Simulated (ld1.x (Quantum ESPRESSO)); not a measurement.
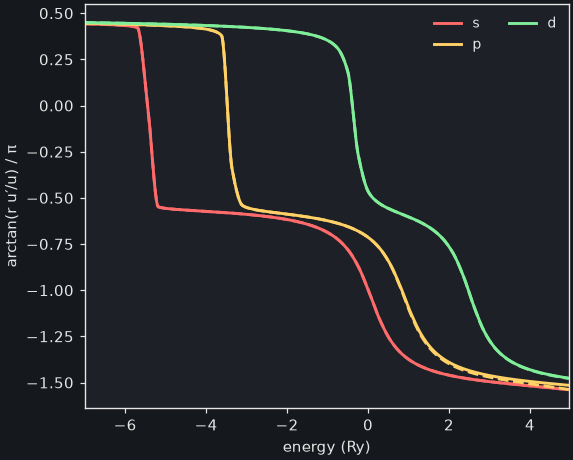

Unwrapped phase arctan(r u′/u) in units of π against energy, all-electron (solid) and pseudo (dashed); the pseudo phase is matched to the all-electron one at the reference energy. Here u = r R(r). A near-vertical step is a level narrower than the spacing of the points behind the curves.

Input of ld1.x (Quantum ESPRESSO) 7.5:

```
 &input
   title='Cr', zed=24., rel=1, dft='PZ', iswitch=3,
   config='[Ar] 3d5 4s1 4p0',
   nld=3, rlderiv=2.35, eminld=-7.0, emaxld=5.0, deld=0.02
 /
 &inputp
   pseudotype=3, tm=.true., lloc=-1, rcloc=1.15,
   nlcc=.false.,
   which_augfun='PSQ', rmatch_augfun_nc=.true.,
   file_pseudopw='Cr.UPF', file_wfcaegen='ae.wfc', file_wfcncgen='nc.wfc', file_beta='beta', file_chi='chi', file_wfcusgen='us.wfc'
 /
6
3S  1  0   2.00   0.00  1.20  1.35  0.0
4S  2  0   1.00   0.00  1.20  1.35  0.0
3P  2  1   6.00   0.00  1.65  2.15  0.0
4P  3  1   0.00   0.00  1.65  2.15  0.0
3D  3  2   5.00   0.00  1.35  1.65  0.0
3D  3  2   0.00   1.65  1.35  1.65  0.0
 &test
   configts(1)='3s2 3p6 3d5 4s1 4p0'
 /
```

Launched with:
```bash
ld1.x < Cr.in > Cr.out
```

Functional and relativity: LDA (PZ), scalar-relativistic.

Counted from its reference energy, which channel leaves the all-electron phase first?

The p channel: its phase error passes 0.05 rad 4.5 Ry above its reference energy, while s stays within 0.05 rad to the top of the range.

What does the plot say about ghosts?

The plot shows none: the two phases stay within 0.07 rad of each other in all channels drawn. The separate test gives: no ghost state below the valence levels in the s, p, d, f channels.

Over which energies does the pseudo-atom scatter like the all-electron atom (phases within 0.05 rad)?

s: over the whole range drawn; p: up to about 4.4 Ry; d: over the whole range drawn.
